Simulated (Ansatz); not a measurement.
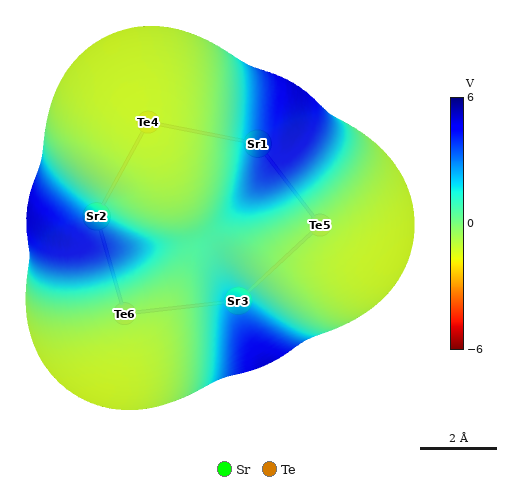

Figure. Sr3Te3. The electrostatic potential painted on the density surface at 0.001 e/bohr³, seen at a tilt; the colour scale runs from red (negative) to blue (positive).

Geometry: PBE-D4/def2-SVP; core potentials replace the inner electrons of Sr and Te.

These are results of Ansatz, RKS PBE0-D4/def2-TZVP, not measurements.

Input file:

```
crystal:
  periodic: [false, false, false]
  atoms:
    - {symbol: Sr, position_ang: [1.449525, 2.277766, 0.192783]}
    - {symbol: Sr, position_ang: [1.254013, -2.385742, -0.294441]}
    - {symbol: Sr, position_ang: [-2.701485, 0.105797, 0.098952]}
    - {symbol: Te, position_ang: [3.282100, -0.129420, -0.106714]}
    - {symbol: Te, position_ang: [-1.522667, 2.896583, 0.355089]}
    - {symbol: Te, position_ang: [-1.761477, -2.764995, -0.245659]}
basis:
  gaussian: {orbitals: def2-TZVP, initial_orbitals: start.molden}
hamiltonian: {xc: pbe0, dispersion: d4}
scf: {omitted_lower_state_checks: [starts]}
output: {orbitals: {seedname: orbitals}}
```

Launched as:

```sh
ansatz run in.yaml --threads 4 --pin off --events-out ev --progress --plain --max-ram 4787MiB
```

Q: Describe the electrostatic potential map.

A: The most negative region (about −1.3 V, or −30 kcal/mol for a unit charge) lies over Te4, Te5 and Te6, the most positive (about +5.0 V, or +115 kcal/mol for a unit charge) over Sr1, Sr2 and Sr3.
